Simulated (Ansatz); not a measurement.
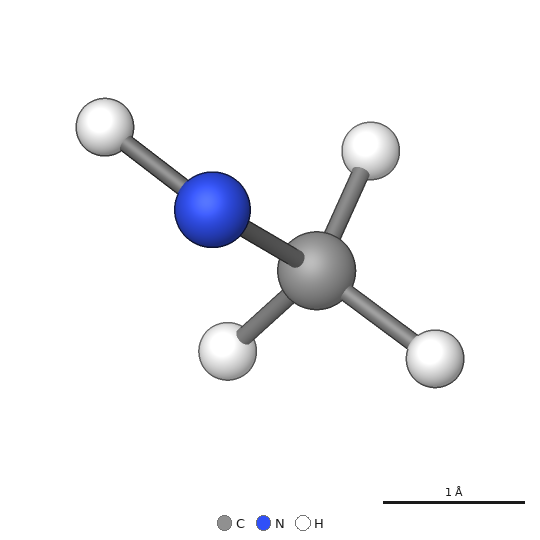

Rendered structure (ball-and-stick style). Every bond is drawn as one stick, whatever its order.

Charge 0, doublet. Computed geometry: PBE0-D4/def2-TZVP optimisation.

Which formula does it have?

Answer. CH4N, 6 atoms: 1 carbon, 4 hydrogen and 1 nitrogen.

Count the bonded pairs by element.

Answer. 3 C–H, 1 C–N, 1 N–H.

Give a SMILES string for it.

Answer. C[NH]

More results for the same structure follow; atom numbers are the same in all pictures, views and colours differ.

## Geometry

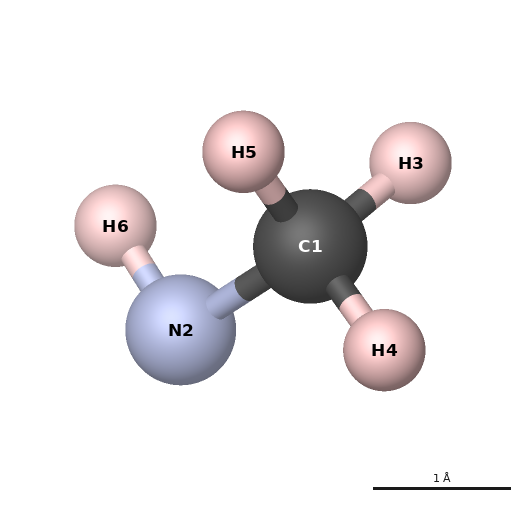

List the bonds and their lengths.

```json
{"bond": "C1–N2", "length (Å)": "1.430", "order": "single"}
{"bond": "C1–H3", "length (Å)": "1.101", "order": "single"}
{"bond": "C1–H4", "length (Å)": "1.091", "order": "single"}
{"bond": "C1–H5", "length (Å)": "1.101", "order": "single"}
{"bond": "N2–H6", "length (Å)": "1.025", "order": "single"}
```

## Dipole moment

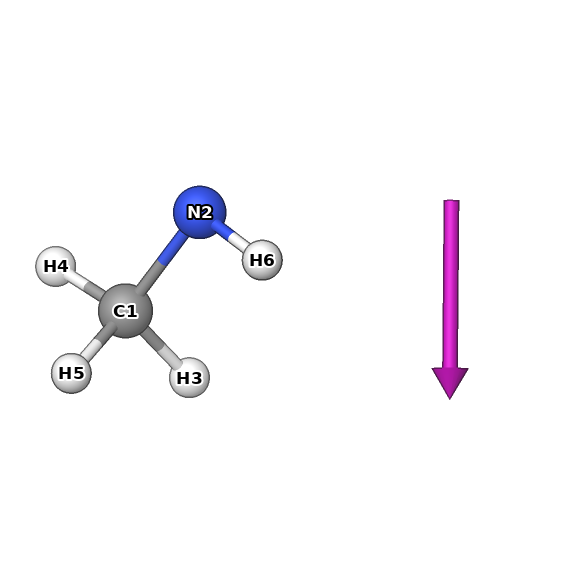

The arrow beside the molecule shows the direction of the dipole moment, from the negative to the positive end (its length means nothing). Method: UKS B3LYP-D4/def2-TZVPP (Ansatz 0.2.0).

Estimate the dipole moment.

Answer. 1.98 D; it points from the side of N2 to the side of H3, H5 (the outermost atoms at the two ends).

## Charges

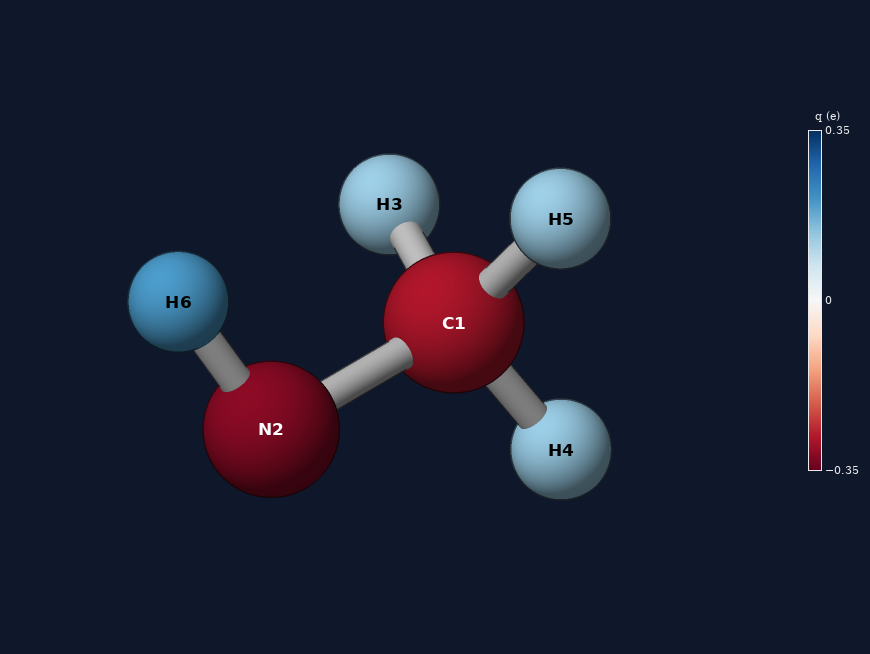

Atoms are coloured by their Mulliken charges. Method: UKS PBE0-D4/def2-TZVP (Ansatz 0.2.0).

Which atom carries the highest charge (most positive or least negative)?

Answer. H6 (0.20 e).

And the lowest?

Answer. N2 (−0.32 e).

Give the Mulliken charges atom by atom.

```tsv
atom	value (e)
C1	−0.28
N2	−0.32
H3	0.13
H4	0.14
H5	0.13
H6	0.20
```

## Thermal motion

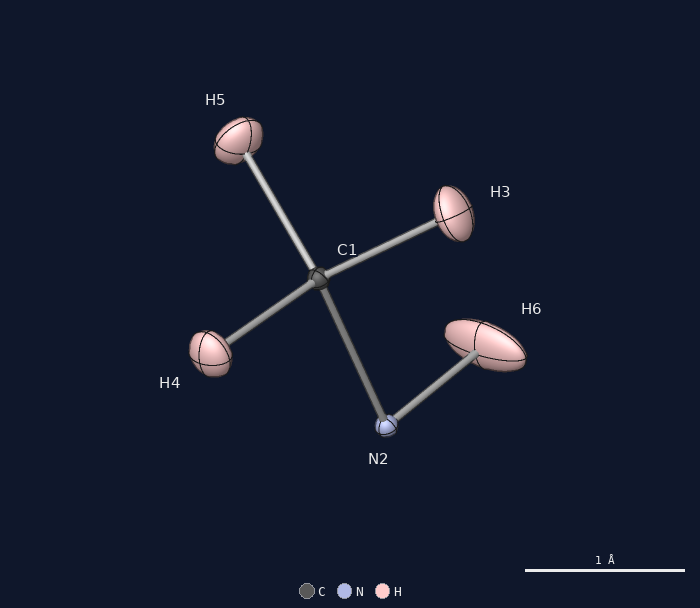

Displacement ellipsoids at the 50 % level, from the internal vibrations of the free molecule (harmonic, no overall translation or rotation; no half-axis is drawn under 0.075 Å). Vibrations computed with UKS PBE0-D4/def2-TZVP (Ansatz 0.2.0). Temperature: 0 K (zero-point motion alone).

Which atom moves most?

Answer. H6, with U_eq = 0.0204 Å².

Does H6 move more along its bond or across it?

Answer. Across it: the root-mean-square amplitude is 0.068 Å along the bond and up to 0.210 Å across, since bending and torsion are softer than stretching.

Give the displacement parameters, one line for each set of equivalent atoms.

```tsv
atom	U_eq (Å²)	rms amplitudes (Å)
C1	0.00049	0.018, 0.021, 0.027
N2	0.00039	0.010, 0.022, 0.024
H3, H5	0.0105	0.073, 0.108, 0.121
H4	0.0089	0.072, 0.099, 0.108
H6	0.0204	0.068, 0.112, 0.210
```

## Vibrations

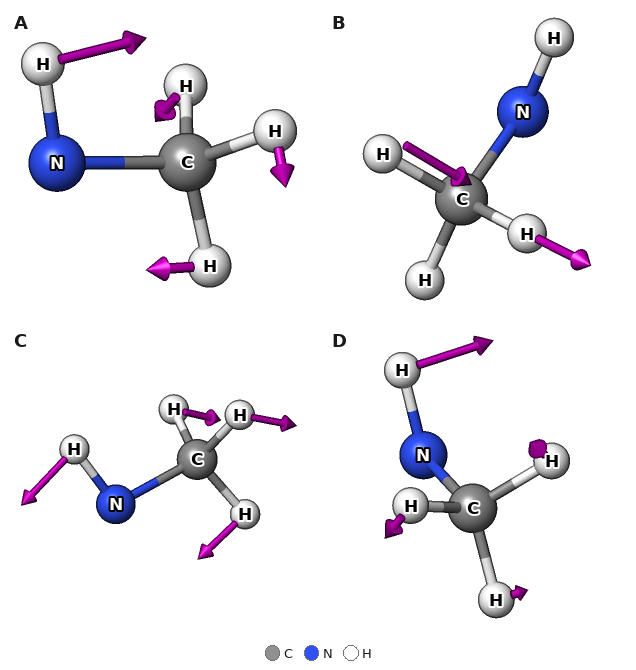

4 normal modes of one molecule or complex, as arrows. Harmonic vibrations computed with UKS PBE0-D4/def2-TZVP (Ansatz 0.2.0) at a stationary point of the same level.

Match the panels to the wavenumbers 254 cm⁻¹, 1008 cm⁻¹, 1332 cm⁻¹, 3015 cm⁻¹.

Answer. A: 1332 cm⁻¹, angle bending
B: 3015 cm⁻¹, out-of-phase stretching of 2 C–H bonds
C: 1008 cm⁻¹, H–C–N bending
D: 254 cm⁻¹

Mulliken values depend strongly on the basis set and can even reverse the polarity of a bond.
